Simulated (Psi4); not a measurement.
# C2H3BFN (SMILES FB1C=NC1) at CAM-B3LYP/def2-SVP

Aim: the vertical singlet–triplet gap of C2H3BFN at CAM-B3LYP/def2-SVP, from 2 runs. 

The calculation is run with Psi4 1.11.

2 further runs of the same task are left out: 2 set aside as unsound or not needed. Runs told in other sessions of the task aren't counted.

## Step 1: The structure to begin with

The species is C2H3BFN (8 atoms), meant as a singlet with charge 0. SMILES: `FB1C=NC1`. The coordinates come from a PBE0-D4/def2-TZVP relaxation.

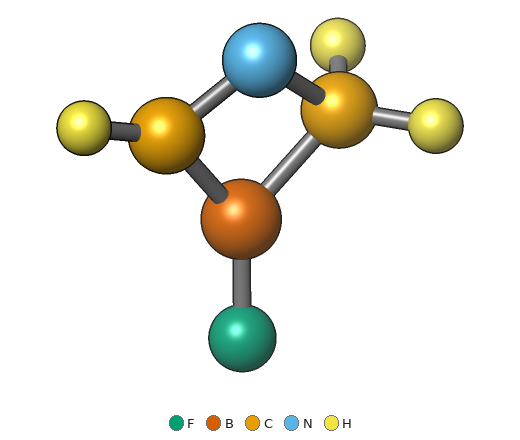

Viewed from a chosen angle; fluorine teal, boron orange, carbon amber, nitrogen blue, hydrogen yellow.

## Step 2: A single-point energy at CAM-B3LYP/def2-SVP

The input, job.py:

```python
import psi4

psi4.set_memory(2200000000)
psi4.set_num_threads(1)
psi4.core.set_output_file('run.log', False)

mol = psi4.geometry("""
0 1
F      0.213200    -1.007300     1.918400
B     -0.024100    -0.304800     0.836200
C      0.319000     1.128500     0.345800
N      0.303900     0.728600    -0.881200
C     -0.301700    -0.640600    -0.682300
H      0.656500     2.120900     0.633900
H      0.257100    -1.432700    -1.186200
H     -1.331600    -0.649700    -1.040300
units angstrom
symmetry c1
no_reorient
no_com
""")

psi4.set_options({
    'reference': 'rks',
    'puream': True,
    'e_convergence': 1e-09,
    'd_convergence': 1e-08,
    'scf_type': 'pk',
    'dft_radial_points': 99,
    'dft_spherical_points': 590,
})

E, wfn = psi4.energy('cam-b3lyp/def2-SVP', molecule=mol, return_wfn=True)
psi4.oeprop(wfn, 'QUADRUPOLE', 'DIPOLE', 'WIBERG_LOWDIN_INDICES', title='CAM-B3LYP')
print('E =', round(E, 9))
```

The run is started by

```sh
python job.py
```

run.log:

```text
[...]
  Running in c1 symmetry.
[...]
  Nuclear repulsion =  145.302480494240513
[...]
  Multiplicity = 1
[...]
  Nalpha       = 18
  Nbeta        = 18
[...]
    Number of basis functions: 85
[...]
   @RKS iter   1:  -256.99413161569652   -4.07307e-01   6.50474e-03 ADIIS/DIIS
[...]
   @RKS iter  13:  -257.15104740770630   -5.45697e-12   6.18423e-09 DIIS
[...]
    Orbital Energies [Eh]
    ---------------------
    Doubly Occupied:
       1A    -24.788016     2A    -14.426537     3A    -10.293465
       4A    -10.275200     5A     -6.903873     6A     -1.291821
       7A     -1.033059     8A     -0.764457     9A     -0.657870
      10A     -0.614664    11A     -0.585285    12A     -0.555320
      13A     -0.553068    14A     -0.511644    15A     -0.482311
      16A     -0.387336    17A     -0.383708    18A     -0.325529
[...]
  @RKS Final Energy:  -257.15104740770630
   => Energetics <=
    Nuclear Repulsion Energy =            145.3024804942405126
    One-Electron Energy =                -638.5685873805584833
    Two-Electron Energy =                 260.4737856325733674
    DFT Exchange-Correlation Energy =     -24.3587261539617259
    Empirical Dispersion Energy =           0.0000000000000000
    VV10 Nonlocal Energy =                  0.0000000000000000
    Total Energy =                       -257.1510474077063009
[...]
 Multipole Moments:
 ------------------------------------------------------------------------------------
     Multipole            Electronic (a.u.)      Nuclear  (a.u.)        Total (a.u.)
 ------------------------------------------------------------------------------------
 L = 1.  Multiply by 2.5417464519 to convert [e a0] to [Debye]
 Dipole X            :         -7.0605830            6.8245569           -0.2360261
 Dipole Y            :          4.7234932           -4.7689129           -0.0454197
 Dipole Z            :        -21.8526985           22.0466788            0.1939804
 Magnitude           :                                                    0.3088683
 L = 2.  Multiply by 1.3450342976 to convert [e a0^2] to [Debye ang]
 Quadrupole XX       :        -36.0897335           16.0177729          -20.0719606
 Quadrupole XY       :        -17.3148214           17.3646572            0.0498358
[...]
```

On the terminal:

```text
E = -257.151047408
```

Run time: 30 s. Hardware: 1 thread of Intel Xeon Platinum 8259CL at 2.50GHz (Skylake/Cascade Lake), shared host; peak memory 1.3 GiB.

## Step 3: The triplet: energy and gradient at UCAM-B3LYP/def2-SVP

The input, calc.in:

```
memory 2200 mb

molecule molecule1 {
  0 3
  F      0.213200    -1.007300     1.918400
  B     -0.024100    -0.304800     0.836200
  C      0.319000     1.128500     0.345800
  N      0.303900     0.728600    -0.881200
  C     -0.301700    -0.640600    -0.682300
  H      0.656500     2.120900     0.633900
  H      0.257100    -1.432700    -1.186200
  H     -1.331600    -0.649700    -1.040300
  symmetry c1
}

set basis def2-SVP
set reference uks
set puream true
set e_convergence 1e-09
set d_convergence 1e-08
set scf_type pk
set dft_radial_points 99
set dft_spherical_points 590
set maxiter 100

E = gradient('cam-b3lyp')
```

The run is started by

```sh
psi4 calc.in calc.out -n 1
```

calc.out, cut to the lines that bear on the results:

```text
[...]
  Running in c1 symmetry.
[...]
  Nuclear repulsion =  145.302480494240513
[...]
  Multiplicity = 3
[...]
  Nalpha       = 19
  Nbeta        = 17
[...]
    Number of basis functions: 85
[...]
   @UKS iter   1:  -256.88426657036371   -2.97442e-01   6.54276e-03 ADIIS/DIIS
[...]
   @UKS iter  19:  -257.04155367546429   -3.24007e-12   7.79710e-09 DIIS
[...]
   @S^2 Observed:                2.006346253E+00
[...]
  @UKS Final Energy:  -257.04155367546429
   => Energetics <=
    Nuclear Repulsion Energy =            145.3024804942405126
    One-Electron Energy =                -638.4857284092259988
    Two-Electron Energy =                 260.5023317028491761
    DFT Exchange-Correlation Energy =     -24.3606374633279472
    Empirical Dispersion Energy =           0.0000000000000000
    VV10 Nonlocal Energy =                  0.0000000000000000
    Total Energy =                       -257.0415536754642289
  UHF NO Occupations:
  HONO-2 :   17  A 1.9983990
  HONO-1 :   18  A 1.0000000
[...]
 Multipole Moments:
 ------------------------------------------------------------------------------------
     Multipole            Electronic (a.u.)      Nuclear  (a.u.)        Total (a.u.)
 ------------------------------------------------------------------------------------
 L = 1.  Multiply by 2.5417464519 to convert [e a0] to [Debye]
 Dipole X            :          0.4607406           -0.6714293           -0.2106887
 Dipole Y            :         -1.2817617            1.3570595            0.0752978
 Dipole Z            :          3.9630840           -4.4530754           -0.4899914
 Magnitude           :                                                    0.5386567
[...]
  -Total Gradient:
     Atom            X                  Y                   Z
    ------   -----------------  -----------------  -----------------
       1        0.007900319426     0.006313780259    -0.013177747097
       2       -0.014200511238    -0.032290517255     0.020285023336
       3       -0.023693329707    -0.030372447791    -0.059944438770
       4        0.026417682025     0.045128326957     0.029503031693
       5       -0.003483405722     0.010505893393     0.030566589405
       6        0.003274608336    -0.004159631490    -0.008924603686
       7       -0.003542018634     0.002909135046     0.002291402376
       8        0.007327817625     0.001969040427    -0.000585522020
[...]
```

Wall time 74 s (1 thread of Intel Xeon Platinum 8259CL at 2.50GHz (Skylake/Cascade Lake), shared host); peak memory 1.3 GiB.

## Step 4: What came out

Level: CAM-B3LYP/def2-SVP.

| quantity | value |
| --- | --- |
| singlet: total energy | -257.15105 Eh |
| singlet: dipole moment | 0.79 D |
| singlet: HOMO energy | -8.86 eV |
| singlet: LUMO energy | -0.36 eV |
| singlet: HOMO–LUMO gap | 8.50 eV |
| triplet: total energy | -257.04155 Eh |
| triplet: dipole moment | 1.37 D |
| triplet: HOMO energy (highest over α and β) | -5.76 eV |
| triplet: LUMO energy (lowest over α and β) | -3.26 eV |
| triplet: ⟨S²⟩ | 2.006 |
| triplet: largest force on an atom | 3.664 eV/Å |
| vertical energy of the triplet above the singlet | 2.979 eV |

**Reading.** At this shape the triplet lies 2.98 eV (69 kcal/mol) above the singlet.
